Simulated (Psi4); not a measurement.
Energy and gradient calculation of C2H3P

The run: energy and gradient calculation of C2H3P (ethynylphosphane). Method and program: HF/3-21G, RHF (Psi4 1.11).

The geometry comes from this level: GFN2-xTB.

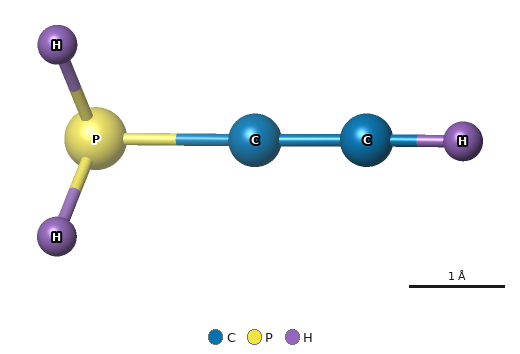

The structure as given in the input (ball-and-stick view, seen on its broad side).

### Input file (input.json)
```
{
 "schema_name": "qcschema_input",
 "schema_version": 1,
 "molecule": {
  "schema_name": "qcschema_molecule",
  "schema_version": 2,
  "symbols": ["C", "C", "P", "H", "H", "H"],
  "geometry": [-2.49003542, -1.66830691, -0.23400479, -0.45767277, -0.69027916, 0.03620715, 2.63212393, 0.44263055, 0.55996365, -4.29364673, -2.44861263, -0.51755819, 2.76287408, 1.76819784, -1.72851359, 1.84637581, 2.59635141, 1.88388687],
  "molecular_charge": 0,
  "molecular_multiplicity": 1,
  "fix_symmetry": "c1"
 },
 "driver": "gradient",
 "model": {
  "method": "scf",
  "basis": "3-21G"
 },
 "keywords": {
  "reference": "rhf",
  "puream": true,
  "e_convergence": 1e-09,
  "d_convergence": 1e-08,
  "scf_type": "pk",
  "scf_properties": ["MAYER_INDICES", "LOWDIN_CHARGES", "QUADRUPOLE"]
 }
}
```

Run on 1 thread of Intel Xeon (Sapphire Rapids), 16 GiB of memory available, shared host.

Launched with:
```bash
psi4 --qcschema input.json -n 1 --memory 1600MB
```

### Log
```
Psi4 1.11 release

gradient() will perform analytic gradient computation.

   => Loading Basis Set <=

    Name: 3-21G
    Role: ORBITAL
    Keyword: BASIS

         ---------------------------------------------------------
                                   SCF
                              RHF Reference
                        1 Threads,   1525 MiB Core
         ---------------------------------------------------------

  ==> Geometry <==

    Molecular point group: c1
    Full point group: C1

    Geometry (in Bohr), charge = 0, multiplicity = 1:

       Center              X                  Y                   Z               Mass
    ------------   -----------------  -----------------  -----------------  -----------------
         C           -3.291321084123    -1.449983222882    -0.485837305751    12.000000000000
         C           -1.258958434123    -0.471955472882    -0.215625365751    12.000000000000
         P            1.830838265877     0.660954237118     0.308131134249    30.973761998420
         H           -5.094932394123    -2.230288942882    -0.769390705751     1.007825032230
         H            1.961588415877     1.986521527118    -1.980346105751     1.007825032230
         H            1.045090145877     2.814675097118     1.632054354249     1.007825032230

  Running in c1 symmetry.

  Rotational constants: A =      4.42567  B =      0.17269  C =      0.17215 [cm^-1]
  Rotational constants: A = 132678.18434  B =   5177.05969  C =   5160.93330 [MHz]
  Nuclear repulsion =   81.757481195485298

  Charge       = 0
  Multiplicity = 1
  Electrons    = 30
  Nalpha       = 15
  Nbeta        = 15

  ==> Algorithm <==

  SCF Algorithm Type is PK.
  DIIS enabled.
  MOM disabled.
  Fractional occupation disabled.
  Guess Type is SAD.
  Energy threshold   = 1.00e-09
  Density threshold  = 1.00e-08
  Integral threshold = 1.00e-12

  ==> Primary Basis <==

  Basis Set: 3-21G
    Blend: 3-21G
    Number of shells: 23
    Number of basis functions: 37
    Number of Cartesian functions: 37
    Spherical Harmonics?: true
    Max angular momentum: 1

  ==> Integral Setup <==

  Using in-core PK algorithm.
   Calculation information:
      Number of atoms:                   6
      Number of AO shells:              23
      Number of primitives:             42
      Number of atomic orbitals:        37
      Number of basis functions:        37

      Integral cutoff                 1.00e-12
      Number of threads:                 1

  Performing in-core PK
  Using 494912 doubles for integral storage.
  We computed 34742 shell quartets total.
  Whereas there are 38226 unique shell quartets.

  ==> DiskJK: Disk-Based J/K Matrices <==

    J tasked:                  Yes
    K tasked:                  Yes
    wK tasked:                  No
    Memory [MiB]:             1144
    Schwarz Cutoff:          1E-12

  Minimum eigenvalue in the overlap matrix is 2.3194494035E-03.
  Reciprocal condition number of the overlap matrix is 6.2251553420E-04.
    Using symmetric orthogonalization.

  ==> Pre-Iterations <==

  SCF Guess: Superposition of Atomic Densities via on-the-fly atomic UHF (no occupation information).

   -------------------------
    Irrep   Nso     Nmo
   -------------------------
     A         37      37
   -------------------------
    Total      37      37
   -------------------------

  ==> Iterations <==

                        Total Energy        Delta E     RMS |[F,P]|

   @RHF iter SAD:  -415.21937319428486   -4.15219e+02   0.00000e+00
   @RHF iter   1:  -415.91711752609854   -6.97744e-01   6.09249e-03 ADIIS/DIIS
   @RHF iter   2:  -415.95763642171687   -4.05189e-02   2.05200e-03 ADIIS/DIIS
   @RHF iter   3:  -415.96131894878658   -3.68253e-03   6.90722e-04 ADIIS/DIIS
   @RHF iter   4:  -415.96188924828868   -5.70300e-04   3.54625e-04 ADIIS/DIIS
   @RHF iter   5:  -415.96200982132825   -1.20573e-04   6.15711e-05 DIIS
   @RHF iter   6:  -415.96201691305708   -7.09173e-06   1.23950e-05 DIIS
   @RHF iter   7:  -415.96201722649823   -3.13441e-07   4.09631e-06 DIIS
   @RHF iter   8:  -415.96201728171297   -5.52147e-08   1.94144e-06 DIIS
   @RHF iter   9:  -415.96201730238448   -2.06715e-08   6.79726e-07 DIIS
   @RHF iter  10:  -415.96201730499365   -2.60917e-09   7.35222e-08 DIIS
   @RHF iter  11:  -415.96201730500786   -1.42109e-11   1.29729e-08 DIIS
   @RHF iter  12:  -415.96201730500815   -2.84217e-13   2.82212e-09 DIIS
  Energy and wave function converged.

  ==> Post-Iterations <==

    Orbital Energies [Eh]
    ---------------------

    Doubly Occupied:

       1A    -79.415428     2A    -11.188401     3A    -11.184757
       4A     -7.484073     5A     -5.368432     6A     -5.368236
       7A     -5.365841     8A     -1.045335     9A     -0.907456
      10A     -0.727993    11A     -0.589999    12A     -0.548219
      13A     -0.457054    14A     -0.403587    15A     -0.362250

    Virtual:

      16A      0.155820    17A      0.166815    18A      0.235659
      19A      0.252692    20A      0.290943    21A      0.325498
      22A      0.519352    23A      0.599342    24A      0.622631
      25A      0.738812    26A      0.805983    27A      0.975252
      28A      0.979043    29A      1.111702    30A      1.112314
      31A      1.207961    32A      1.259905    33A      1.272384
      34A      1.289011    35A      1.557683    36A      1.714399
      37A      2.252653

    Final Occupation by Irrep:
              A
    DOCC [    15 ]
    NA   [    15 ]
    NB   [    15 ]

  @RHF Final Energy:  -415.96201730500815

   => Energetics <=

    Nuclear Repulsion Energy =             81.7574811954852976
    One-Electron Energy =                -734.6048750664781437
    Two-Electron Energy =                 236.8853765659846715
    Total Energy =                       -415.9620173050082030

Computation Completed

Properties will be evaluated at   0.000000,   0.000000,   0.000000 [a0]

Properties computed using the SCF density matrix

 Multipole Moments:

 ------------------------------------------------------------------------------------
     Multipole            Electronic (a.u.)      Nuclear  (a.u.)        Total (a.u.)
 ------------------------------------------------------------------------------------

 L = 1.  Multiply by 2.5417464519 to convert [e a0] to [Debye]
 Dipole X            :          1.6584927           -1.9273570           -0.2688643
 Dipole Y            :         -0.7241541            0.9535891            0.2294349
 Dipole Z            :          0.5847924           -0.7044915           -0.1196991
 Magnitude           :                                                    0.3731706

 L = 2.  Multiply by 1.3450342976 to convert [e a0^2] to [Debye ang]
 Quadrupole XX       :       -173.1545227          155.6845349          -17.4699878
 Quadrupole XY       :        -65.6699166           68.5521989            2.8822823
 Quadrupole XZ       :        -21.5089430           21.4261473           -0.0827957
 Quadrupole YY       :        -56.5407692           37.3469199          -19.1938493
 Quadrupole YZ       :         -9.6687052           10.2679039            0.5991987
 Quadrupole ZZ       :        -30.2162211           10.2966992          -19.9195219
 Traceless XX        :        -86.5173517           87.9084835            1.3911319
 Traceless YY        :         30.0964018          -30.4291314           -0.3327297
 Traceless ZZ        :         56.4209499          -57.4793521           -1.0584022

 ------------------------------------------------------------------------------------
  Lowdin Charges: (a.u.)
   Center  Symbol    Alpha    Beta     Spin     Total
       1     C     3.07577  3.07577  0.00000 -0.15155
       2     C     3.15091  3.15091  0.00000 -0.30182
       3     P     7.31164  7.31164  0.00000  0.37672
       4     H     0.42628  0.42628  0.00000  0.14743
       5     H     0.51769  0.51769  0.00000 -0.03538
       6     H     0.51770  0.51770  0.00000 -0.03541

  Total alpha = 15.00000, Total beta = 15.00000, Total charge = -0.00000

  Mayer Bond Indices:

  Irrep: 1 Size: 6 x 6

                 1                   2                   3                   4                   5

    1     0.00000000000000     3.34157581889690     0.00097973657902     0.85264198601801     0.01642258470816
    2     3.34157581889690     0.00000000000000     0.61380125443344     0.01781133631928    -0.01916613946106
    3     0.00097973657902     0.61380125443344     0.00000000000000     0.00517041035170     0.95583849295480
    4     0.85264198601801     0.01781133631928     0.00517041035170     0.00000000000000     0.00032169757905
    5     0.01642258470816    -0.01916613946106     0.95583849295480     0.00032169757905     0.00000000000000
    6     0.01629745741322    -0.01888961573407     0.95566789180969     0.00031253785631     0.01386105345041

                 6

    1     0.01629745741322
    2    -0.01888961573407
    3     0.95566789180969
    4     0.00031253785631
    5     0.01386105345041
    6     0.00000000000000

  Atomic Valences:

 #  #
 Irrep: 1
      1:    4.227917583615310
      2:    3.935132654454493
      3:    2.531457786128650
      4:    0.876257968124353
      5:    0.967277689231372
      6:    0.967249324795565

	total time  =          1 seconds =       0.02 minutes

         ------------------------------------------------------------
                                   SCF GRAD
         ------------------------------------------------------------

  ==> Geometry <==

    Molecular point group: c1
    Full point group: C1

    Geometry (in Bohr), charge = 0, multiplicity = 1:

       Center              X                  Y                   Z               Mass
    ------------   -----------------  -----------------  -----------------  -----------------
         C           -3.291321084123    -1.449983222882    -0.485837305751    12.000000000000
         C           -1.258958434123    -0.471955472882    -0.215625365751    12.000000000000
         P            1.830838265877     0.660954237118     0.308131134249    30.973761998420
         H           -5.094932394123    -2.230288942882    -0.769390705751     1.007825032230
         H            1.961588415877     1.986521527118    -1.980346105751     1.007825032230
         H            1.045090145877     2.814675097118     1.632054354249     1.007825032230

  Nuclear repulsion =   81.757481195485298

  ==> Basis Set <==

  Basis Set: 3-21G
    Blend: 3-21G
    Number of shells: 23
    Number of basis functions: 37
    Number of Cartesian functions: 37
    Spherical Harmonics?: true
    Max angular momentum: 1

  ==> DirectJKGrad: Integral-Direct SCF Gradients <==

    Gradient:                    1
    J tasked:                  Yes
    K tasked:                  Yes
    wK tasked:                  No
    Integrals threads:           1
    Schwarz Cutoff:          1E-12

  -Total Gradient:
     Atom            X                  Y                   Z
    ------   -----------------  -----------------  -----------------
       1       -0.022554866754    -0.018463042941     0.000495320859
       2        0.050243615983     0.036501860173     0.002610277973
       3       -0.017315094292    -0.008584705794    -0.001910550612
       4       -0.000184044393     0.001725558533    -0.001077167488
       5       -0.007946310198    -0.003014909969     0.010971363998
       6       -0.002243300344    -0.008164760002    -0.011089244732

	total time  =          0 seconds =       0.00 minutes

    Psi4 run time: 0:00:00.74
```

### File result.json
```
{
 "driver": "gradient",
 "model": {
  "method": "scf",
  "basis": "3-21G"
 },
 "success": true,
 "return_result": [-0.02255486675409102, -0.018463042941145424, 0.0004953208593894559, 0.05024361598344873, 0.03650186017306223, 0.0026102779728843784, -0.01731509429154475, -0.00858470579387216, -0.001910550611819134, -0.00018404439336860978, 0.0017255585333373347, -0.001077167487504714, -0.007946310198055966, -0.003014909969484836, 0.010971363998295597, -0.002243300343768094, -0.008164760002438848, -0.011089244731607162],
 "properties": {
  "calcinfo_nbasis": 37,
  "calcinfo_nmo": 37,
  "calcinfo_nalpha": 15,
  "calcinfo_nbeta": 15,
  "calcinfo_natom": 6,
  "nuclear_repulsion_energy": 81.7574811954853,
  "return_energy": -415.96201730500815,
  "return_gradient": [-0.02255486675409102, -0.018463042941145424, 0.0004953208593894559, 0.05024361598344873, 0.03650186017306223, 0.0026102779728843784, -0.01731509429154475, -0.00858470579387216, -0.001910550611819134, -0.00018404439336860978, 0.0017255585333373347, -0.001077167487504714, -0.007946310198055966, -0.003014909969484836, 0.010971363998295597, -0.002243300343768094, -0.008164760002438848, -0.011089244731607162],
  "scf_one_electron_energy": -734.6048750664781,
  "scf_two_electron_energy": 236.88537656598467,
  "scf_dipole_moment": [-0.268864288260787, 0.22943493730556463, -0.11969909064025663],
  "scf_total_energy": -415.96201730500815,
  "scf_total_gradient": [-0.02255486675409102, -0.018463042941145424, 0.0004953208593894559, 0.05024361598344873, 0.03650186017306223, 0.0026102779728843784, -0.01731509429154475, -0.00858470579387216, -0.001910550611819134, -0.00018404439336860978, 0.0017255585333373347, -0.001077167487504714, -0.007946310198055966, -0.003014909969484836, 0.010971363998295597, -0.002243300343768094, -0.008164760002438848, -0.011089244731607162],
  "scf_iterations": 12
 }
}
```

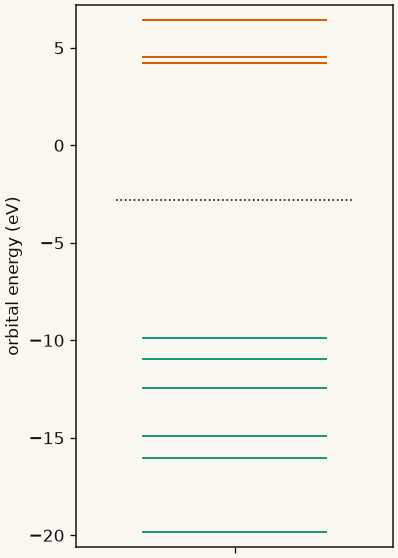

Orbital energies near the frontier; the dotted line parts filled from empty levels, and levels within 0.02 eV of each other stand side by side. Highest filled −9.86 eV, lowest empty 4.24 eV, 14.10 eV apart.

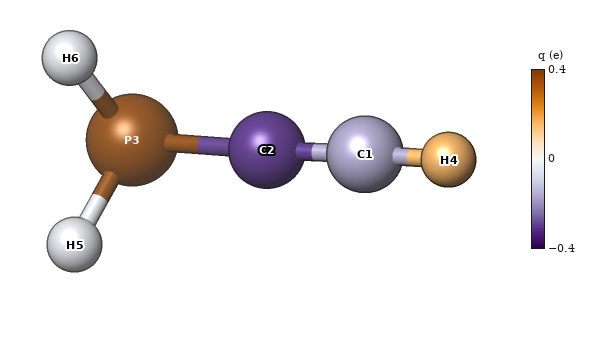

Löwdin charges, as the colour of each atom (ball-and-stick view, seen at a tilt; atoms are numbered from 1 in the order of the input). By element: C −0.30 to −0.15, P +0.38 and H −0.04 to +0.15 e.

### Summary

| quantity | value |
| --- | --- |
| outcome | converged |
| total energy | −415.962017 hartree |
| basis functions | 37 |
| largest force | 3.196 eV/Å |
| HOMO | −9.86 eV |
| LUMO | 4.24 eV |
| dipole moment | 0.95 D |
| wall time | 1.7 s |
| peak memory | 0.17 GiB |
